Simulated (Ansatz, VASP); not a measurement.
# GaP: VASP beside Ansatz

Wanted: the spread between two codes on one cell, functional and k mesh.

Program: Ansatz 0.2.0. Level of theory: plane waves, with VASP 6.6.1 beside it; G0W0 gap at PBE. Results are calculated unless marked as measured.

## Step 1: The starting structure

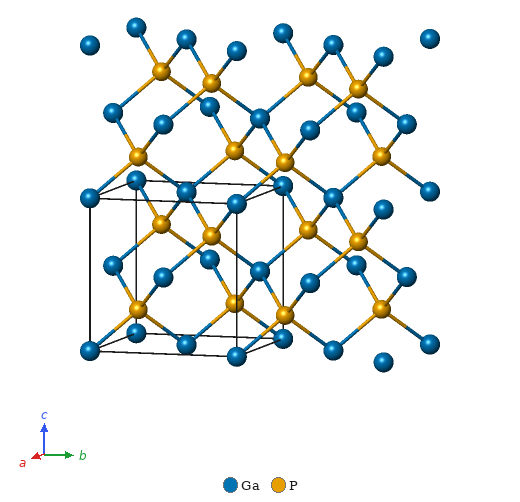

Start, viewed slightly off an axis; gallium blue, phosphorus orange. 1×2×2 cells are drawn. This picture shows the conventional cell, with its axes. Bonds to atoms that aren't drawn are left out. Some periodic images of atoms are drawn too.

As a file:

```cif
data_structure
_symmetry_space_group_name_H-M 'P 1'
_symmetry_Int_Tables_number 1
_cell_length_a 3.8541
_cell_length_b 3.8541
_cell_length_c 3.8541
_cell_angle_alpha 60.000
_cell_angle_beta 60.000
_cell_angle_gamma 60.000
_cell_volume 40.48
loop_
_atom_site_label
_atom_site_type_symbol
_atom_site_fract_x
_atom_site_fract_y
_atom_site_fract_z
_atom_site_occupancy
Ga1 Ga 0.00000 0.00000 0.00000 1
P2 P 0.25000 0.25000 0.25000 1
```

## Step 2: Ansatz: G0W0 gap, PBE

Ansatz runs on its default PAW (the set named soft_2) files.

Quasiparticle shifts depend on high empty states and on the cores, so they are the hardest test of two PAW sets.

The input, input.yaml:

```yaml
crystal:
  lattice:
    - [0.0, 2.72525, 2.72525]
    - [2.72525, 0.0, 2.72525]
    - [2.72525, 2.72525, 0.0]
  atoms:
    - { symbol: Ga, position: [0.0, 0.0, 0.0] }
    - { symbol: P, position: [0.25, 0.25, 0.25] }
hamiltonian:
  xc: pbe
  pseudopotentials: { kind: paw }
kpoints:
  mp_grid: { grid: [4, 4, 4] }
scf:
  occupations: { method: fixed }
gw:
  n_empty_bands: 87
  ecut_chi: 100.0
  qp_bands: [v2, c2]
  qp_kpoints: band_edges
  screening: { model: contour_deformation }
```

Started as:

```
$ ansatz run input.yaml --threads 4 --pin off --max-ram 9216MiB --backend cpu --events-out ev --progress --plain --runs-dir out
```

Numbers of over 12 decimals in the logs are rounded to 6 here.

The program printed:

```text
Engine: ansatz 0.2.0, aarch64-unknown-linux-gnu
Pseudopotentials: kind: paw
Pseudopotential: Ga, paw, valence charge 13, recommended cutoff 420 eV (normal), Ga.paw.azcp
Pseudopotential: P, paw, valence charge 5, recommended cutoff 420 eV (normal), P.paw.azcp
Functional definition: PBE
  parameter kappa = 0.804
  parameter beta = 0.066725
  exchange = pbe_x(kappa = kappa, mu = beta*pi^2/3)
  correlation = pbe_c(beta = beta)
Crystal: 2 atoms, lattice volume = 40.481 Å³
Basis set: ecut = 420 eV, 749 PW (Γ)
Bands: 13, of which v1, the nominal top of the filled ones, is band 9 counted from 1 (8 counted from 0)
Symmetry: 24 space group operations
Space group: F-43m (ITA 216), of the structure as read, at distance tolerance 3.4e-5 Å
k-points: 8 of 64 (time reversal used)
Non-local potential: Ga, projectors of the file, l = 0: 2, l = 1: 2, l = 2: 3, l = 3: 1
Non-local potential: P, projectors of the file, l = 0: 2, l = 1: 2, l = 2: 2
PAW form: soft (Blöchl's): semilocal exchange-correlation on the pseudo side does not see the compensation charge
PAW one-centre angular grid: Ga, 590 points (default); XC on 64 Gauss nodes
PAW one-centre angular grid: P, 110 points (default); XC on 64 Gauss nodes
Initial density: superposition of atomic densities (neutral atoms: chi_scale 0, normalization atom), corrected by the library's trained network
Initial wavefunctions: pseudopotential atomic-orbital guess
Functional: x = pbe(κ = 0.804, μ = 0.219515), c = pbe(β = 0.066725)
SCF iter   1: F=—  HF=-4539.409009 eV  |F-HF|=—  |Δ(HF+E_count)|=         —  Δρ=1.83e-3  dr2=8.23e-4  ethr=1.77e-3  ⟨swp⟩=5.0  Hψ=552  notcnv=0  defer=13
preconditioner: auto → none  [insulator: Δε(μ)=1.644 eV  Ē_g=15.445 eV  n_scr=14 (ndim 8)  ℏωp=24.8 eV  f_vac=0.011  ε∞_Penn≈3.6]
SCF iter   2: F=—  HF=-4539.408137 eV  |F-HF|=—  |Δ(HF+E_count)|=   8.72e-4  Δρ=8.44e-4  dr2=1.66e-4  ethr=4.57e-6  ⟨swp⟩=2.8  Hψ=275  notcnv=0  defer=12
SCF iter   3: F=—  HF=-4539.408041 eV  |F-HF|=—  |Δ(HF+E_count)|=   9.56e-5  Δρ=3.05e-4  dr2=1.91e-5  ethr=9.21e-7  ⟨swp⟩=2.0  Hψ=192  notcnv=0  defer=12
SCF iter   4: F=—  HF=-4539.408057 eV  |F-HF|=—  |Δ(HF+E_count)|=   1.59e-5  Δρ=1.28e-4  dr2=3.40e-6  ethr=1.06e-7  ⟨swp⟩=2.5  Hψ=137  notcnv=0  defer=8
SCF iter   5: F=—  HF=-4539.408063 eV  |F-HF|=—  |Δ(HF+E_count)|=   5.77e-6  Δρ=2.99e-5  dr2=1.96e-7  ethr=1.89e-8  ⟨swp⟩=2.9  Hψ=175  notcnv=0  defer=9
SCF iter   6: F=-4539.408063 eV  HF=-4539.408063 eV  |F-HF|=4.39e-9  |Δ(HF+E_count)|=   8.71e-8  Δρ=9.97e-6  dr2=1.94e-8  ethr=5.56e-10  ⟨swp⟩=6.4  Hψ=528  notcnv=0
SCF 1 converged in 6 iterations: F = -4539.408063 eV  dr2 = 1.94e-8
  greatest PAW one-centre occupation: 0.994 electrons in one spin orbital (limit 2), on the Ga atom at site 0 (counted from 0), in its partial waves of l = 2
NSCF: frozen V_eff on 8 k-points
G₀W₀ screening: q 1/8
G₀W₀ screening: q 2/8 (q-point 5)
G₀W₀ screening: q 3/8 (q-point 6)
G₀W₀ screening: q 4/8 (q-point 2)
G₀W₀ screening: q 5/8 (q-point 4)
G₀W₀ screening: q 6/8 (q-point 8)
G₀W₀ screening: q 7/8 (q-point 3)
G₀W₀ screening: q 8/8 (q-point 7)
G₀W₀ self-energy: k 1/6
G₀W₀ self-energy: k 2/6
G₀W₀ self-energy: k 3/6
G₀W₀ self-energy: k 4/6
G₀W₀ self-energy: k 5/6
G₀W₀ self-energy: k 6/6
NSCF: frozen V_eff on 1 k-points
SCF converged after 6 iterations
Free energy (F): -4539.408063 eV
Harris-Foulkes:  -4539.408063 eV  (|F-HF|=4.39e-9)
Internal energy: -4539.408063 eV  (E = F + TS)
E sigma→0 (E₀):  -4539.408063 eV
Fermi energy:    7.131628 eV
--- Per-component energies (eV) ---
  E_band       = -57.820638
  E_kinetic    = 186.778748
  E_local      = -2201.177298  (includes V_loc(G=0)·N_el)
  E_nonlocal   = 459.085496
  E_hartree    = 1018.098864
  E_xc         = -130.813253
  E_vxc        = -119.085699  (∫ρ·V_xc dr)
  E_paw        = -2558.735572  (= ΣΔE_a)
  E_vpaw       = -419.612490  (= ΣTr[D̂ρ^β])
  E_aug_tail   = -0.000104  (compensation charges beyond the density's cutoff)
  E_ewald      = -1312.644944
  E_smearing   = -0.000000  (= −TS)
  E_closure    = 0.000000  (closes the sum)
  Σ components = -4539.408063   (vs F -4539.408063, Δ=0.00e0)
--- Band table (eV; the first three rows and the last of 8) ---
  k-point 0: bands = [... 5 lower, -5.3690, 7.1316, 7.1316, 7.1316, 8.9509, 10.9864, 10.9864, 10.9864]
  k-point 1: bands = [... 5 lower, -4.5925, 3.2440, 6.4645, 6.4645, 9.2706, 11.8439, 11.8439, 13.4732]
  k-point 2: bands = [... 5 lower, -3.2973, 0.4779, 6.0070, 6.0070, 8.7872, 11.8176, 11.8176, 15.3976]
  k-point 7: bands = [... 5 lower, -2.2986, 0.5580, 3.5434, 3.6948, 11.8190, 11.9815, 13.2063, 13.2586]
--- G₀W₀: contour deformation, 6 samples at zero and on the imaginary axis and 2 off it, 64 q-points, 87 empty bands' worth ---
  eigenvalues of the whole cell's RPA ε∞ on this k-mesh (on a slab, of 1 + 4πα/V) = 18.1280, 18.1280, 18.1280; static W/v taken at q = 0 is 0.055163
  gw.qp_kpoints: band_edges: 6 of 8 stored k-points solved, in 1 pass; an edge of the gap read off the rows below is read off those points alone
    valence top: of the k-points left out ik 5 came nearest to being solved in a further pass, in band 9 (counted from 1, as in the quasiparticle table): it holds the edge there only if its correction is more favourable than any solved in that band by at least 1.209 eV; those differ by 0.124 eV
    conduction bottom: of the k-points left out ik 4 came nearest to being solved in a further pass, in band 10 (counted from 1, as in the quasiparticle table): it holds the edge there only if its correction is more favourable than any solved in that band by at least 0.810 eV; those differ by 0.479 eV
    ik  band        ε_KS         Σx   Σc(E_QP)       V_xc       Z   E_QP_lin       E_QP  E_QP is
     0     8      7.1316   -17.4010     1.5706   -15.3972  0.7653     6.6962     6.6984  root
     0     9      7.1316   -17.4010     1.5706   -15.3972  0.7653     6.6962     6.6984  root
     0    10      8.9509   -10.4869    -4.3237   -15.2509  0.7756     9.3936     9.3912  root
     0    11     10.9864    -7.3573    -4.3987   -12.0189  0.7739    11.2507    11.2493  root
     1     8      6.4645   -16.8948     1.7152   -14.7184  0.7626     6.0006     6.0033  root
     1     9      6.4645   -16.8948     1.7152   -14.7184  0.7626     6.0006     6.0033  root
     1    10      9.2706    -8.9947    -4.2007   -13.5195  0.7782     9.5960     9.5947  root
     1    11     11.8439    -7.3997    -4.6377   -12.3000  0.7600    12.1073    12.1065  root
     2     8      6.0070   -16.7865     1.9004   -14.3988  0.7590     5.5161     5.5197  root
     2     9      6.0070   -16.7865     1.9004   -14.3988  0.7590     5.5161     5.5197  root
     2    10      8.7872    -9.1518    -4.0509   -13.4945  0.7812     9.0800     9.0790  root
     2    11     11.8176    -6.9471    -4.6025   -11.7604  0.7628    12.0293    12.0285  root
     3     8      5.4394   -16.3264     2.0051   -13.8093  0.7553     4.9228     4.9274  root
     3     9      5.4394   -16.3264     2.0051   -13.8093  0.7553     4.9228     4.9274  root
     3    10      9.2883    -7.4163    -4.0165   -11.5859  0.7840     9.4416     9.4414  root
     3    11     10.8362    -7.7763    -4.4527   -12.4258  0.7696    11.0337    11.0332  root
     6     8      4.4358   -16.1292     2.4177   -13.1582  0.7423     3.8765     3.8826  root
     6     9      4.4358   -16.1292     2.4177   -13.1582  0.7423     3.8765     3.8826  root
     6    10      8.7605    -6.7647    -3.8449   -10.5714  0.7917     8.7223     8.7223  root
     6    11      8.9346    -7.7768    -3.9485   -11.8723  0.7843     9.0818     9.0815  root
     7     8      3.5434   -15.8077     2.6383   -12.5791  0.7317     2.9498     2.9531  root
     7     9      3.6948   -15.0892     2.4463   -12.0852  0.7316     3.1305     3.1370  root
     7    10     11.8190    -7.2995    -4.4072   -11.7704  0.7640    11.8828    11.8827  root
     7    11     11.9815    -8.8360    -5.0122   -14.2934  0.7447    12.4264    12.4268  root
```

Run time: 4 s. Hardware: 4 threads of Arm Neoverse V1, shared host; peak memory 0.39 GiB.

(Continued in part 2 of 2.)

[Lines on the potential files, build, host, timing and source positions are cut from VASP's logs without a mark.]

[Logs are printed without paths, hosts, clocks, repeated set-up lines and the standing remarks that a program may print on its own settings, such as how far it seeks lower states.]

[Hosts, paths, dates, database ids (printed as entryN), source tags and the programs' standing remarks are cut or masked in the printed files.]
